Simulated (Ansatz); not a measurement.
The calculation's input:

```
crystal:
  periodic: [false, false, false]
  atoms:
    - { symbol: Al, position_ang: [0.247513, 0.019172, -1.265218] }
    - { symbol: Cl, position_ang: [1.425877, -0.015823, 1.957632] }
    - { symbol: H, position_ang: [2.087569, 0.005248, 0.788353] }
    - { symbol: C, position_ang: [-1.752655, 0.00072, -1.050184] }
    - { symbol: H, position_ang: [-2.108074, -0.916962, -0.526172] }
    - { symbol: H, position_ang: [-2.117364, 0.873084, -0.459569] }
    - { symbol: H, position_ang: [-2.271568, 0.034561, -2.036342] }
basis:
  gaussian: { orbitals: def2-SVP }
hamiltonian:
  xc: revpbe
relax:
  f_tol: 0.03
  max_steps: 50
output:
  orbitals: {}
```

Run with:

```sh
ansatz run input.yaml --threads 2 --pin off --max-ram 3072MiB --backend cpu --events-out ev --progress --plain --runs-dir out
```

The fields are those of the run's last geometry, not of the input's.

Computed with RKS revPBE/def2-SVP in Ansatz.

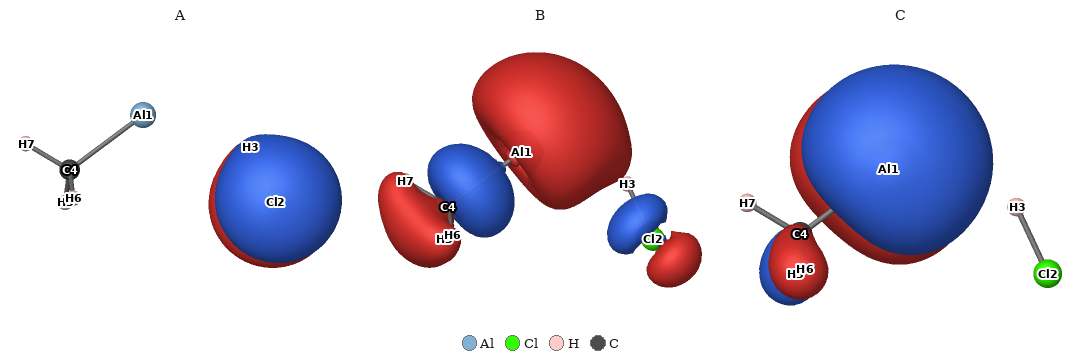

CH$_{3}$Al···HCl. Three frontier orbitals at ±0.08 Å⁻³ᐟ² (blue and red are the two phases), in no order.

Question: Which picture is the HOMO−1, the HOMO and the LUMO?

Answer: A is the HOMO−1 (−7.34 eV). It lies mainly on Cl2 (about 95 %); largely a lone pair of Cl2. B is the HOMO (−4.96 eV). It lies mainly on Al1 (about 60 %) and C4 (about 20 %). C is the LUMO (−2.29 eV). By Hirshfeld shares it lies mainly on Al1 (about 85 %).

Question: What is the HOMO–LUMO gap?

Answer: 2.67 eV between the orbital energies.
